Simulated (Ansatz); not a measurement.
# Run report: CH$_{5}$S$_{2}$, frequency calculation

The run: frequency calculation of CH$_{5}$S$_{2}$, multiplicity 2. Method and program: UKS PBE0/def2-SVPD (Ansatz 0.2.0).

It belongs to a series of runs on one base structure; here: vibrations at the highest image of the band. Figures and captions count atoms from 1; the log counts them from 0 in places.

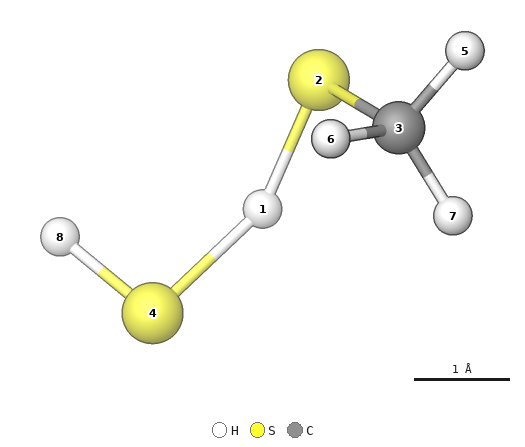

The structure as given in the input (ball-and-stick view, seen at a tilt; atoms are numbered from 1 in the order of the input).

Input
```yaml
crystal:
  periodic: [false, false, false]
  atoms:
    - { symbol: H, position_ang: [-1.181198, -0.480831, -0.179027] }
    - { symbol: S, position_ang: [-0.793078, 0.922643, 0.274775] }
    - { symbol: C, position_ang: [0.920831, 0.890307, -0.289295] }
    - { symbol: S, position_ang: [-0.99754, -2.08245, 0.143157] }
    - { symbol: H, position_ang: [1.276158, 1.93037, -0.270188] }
    - { symbol: H, position_ang: [1.5462, 0.296263, 0.38931] }
    - { symbol: H, position_ang: [1.001382, 0.507007, -1.314403] }
    - { symbol: H, position_ang: [-1.772757, -1.983306, 1.245771] }
magnetization:
  spin_polarized: true
  initial_magnetization: 1
basis:
  gaussian: { orbitals: def2-SVPD }
hamiltonian:
  xc: pbe0
phonons: {}
```

Run as:
```bash
ansatz run input.yaml --threads 4 --pin off --max-ram 5120MiB --backend cpu --events-out ev --progress --plain --runs-dir out
```

What the program printed
```
Engine: ansatz 0.2.0, aarch64-unknown-linux-gnu
Functional definition: PBE0
  parameter a = 0.25
  parameter kappa = 0.804
  parameter beta = 0.06672455060314922
  exchange = (1 - a)*pbe_x(kappa = kappa, mu = beta*pi^2/3) + a*exact_x
  correlation = pbe_c(beta = beta)
1165 factors; integrals over basis functions are off by at most 3.6e-4 eV
mean field evaluation 1: about -22768.9650 eV, gradient 2.3e1 eV
mean field evaluation 2: about -22767.8697 eV, gradient 2.7e1 eV
mean field evaluation 4: about -22771.6595 eV, gradient 1.4e0 eV
mean field evaluation 8: about -22771.6789 eV, gradient 1.0e-1 eV
mean field evaluation 16: about -22771.6799 eV, gradient 1.1e-3 eV
mean field evaluation 32: about -22771.5410 eV, gradient 1.8e0 eV
mean field -22771.67990275 eV, -836.8438012272 hartree, gradient 1.5e-5 eV, S^2 0.760016; 4 other end points of the search recorded, 0 dependent functions left out
the calculation of the forces begins
reference -22771.67994580 eV, -836.8438028092 hartree; 22, 21 occupied and 92, 93 virtual orbitals, 1165 factors
these checks for a lower state are left out or cut short: stability, starts, cluster_reference, orbital_swaps, neighbouring_geometries, increment
1165 factors; integrals over basis functions are off by at most 3.6e-4 eV
mean field -22771.67989215 eV, -836.8438008373 hartree, gradient 2.2e-6 eV, S^2 0.760014; 0 other end points of the search recorded, 0 dependent functions left out
[... from here on the field's lines of each further geometry are left out, up to the last ...]
the calculation of the forces begins
reference -22771.67988946 eV, -836.8438007385 hartree; 22, 21 occupied and 92, 93 virtual orbitals, 1165 factors
these checks for a lower state are left out or cut short: stability, starts, cluster_reference, orbital_swaps, neighbouring_geometries, increment
1165 factors; integrals over basis functions are off by at most 3.6e-4 eV
mean field evaluation 320: about -22771.6798 eV, gradient 3.6e-5 eV
mean field -22771.67984747 eV, -836.8437991955 hartree, gradient 1.5e-6 eV, S^2 0.760016; 0 other end points of the search recorded, 0 dependent functions left out
the calculation of the forces begins
reference -22771.67989052 eV, -836.8438007774 hartree; 22, 21 occupied and 92, 93 virtual orbitals, 1165 factors
WARN: phonons: modes at or below zero, which the zero-point energy, F, S and C_V leave out: 1, the lowest at -806.14 cm⁻¹. A minimum has none, and a first-order saddle one
Total energy: -22771.67994580 eV, -836.8438028092 hartree
Atom 0 at    -1.181198    -0.480831    -0.179027 Å, force     0.000074     0.000581    -0.000352 eV/Å
Atom 1 at    -0.793078     0.922643     0.274775 Å, force     0.002113    -0.000609     0.000849 eV/Å
Atom 2 at     0.920831     0.890307    -0.289295 Å, force     0.003756    -0.006738    -0.004539 eV/Å
Atom 3 at    -0.997540    -2.082450     0.143157 Å, force     0.000014     0.001783     0.000207 eV/Å
Atom 4 at     1.276158     1.930370    -0.270188 Å, force    -0.002872     0.000178     0.000504 eV/Å
Atom 5 at     1.546200     0.296263     0.389310 Å, force    -0.002263     0.002959    -0.000478 eV/Å
Atom 6 at     1.001382     0.507007    -1.314403 Å, force    -0.000578     0.002114     0.004082 eV/Å
Atom 7 at    -1.772757    -1.983306     1.245771 Å, force    -0.000244    -0.000267    -0.000273 eV/Å
Dipole moment:     0.226984     0.179206    -0.019729 e Å
Vibrations: -806.14 80.80 109.24 113.33 222.94 519.46 738.55 901.76 948.80 1011.57 1065.27 1316.73 1419.77 1437.68 2726.65 3059.73 3163.56 3180.06 cm⁻¹, zero-point energy 1.364812 eV
```

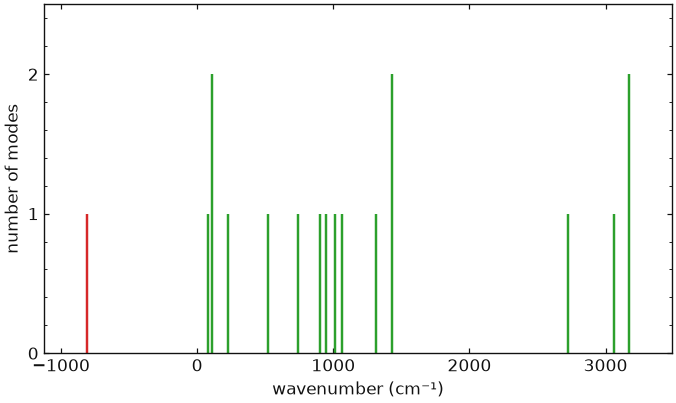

Harmonic vibrational wavenumbers from the force constants; neighbouring modes closer than 18 cm⁻¹ are counted in one stick, and imaginary ones are drawn at negative wavenumbers. 18 modes from 806i to 3180 cm⁻¹, 1 imaginary beyond 8i (806i cm⁻¹): a first-order saddle point, if the geometry is stationary.

Key numbers

```tsv
quantity	value
outcome	converged
total energy	−22771.6799 eV
mean-field energy	−22771.6799 eV
⟨S²⟩	0.760
largest force (length of the vector)	0.009 eV/Å
hardware	4 threads of Arm Neoverse N1, 16 GiB of memory available, shared host
wall time	1.7 min (CPU time 6.5 min)
peak memory	0.32 GiB
```
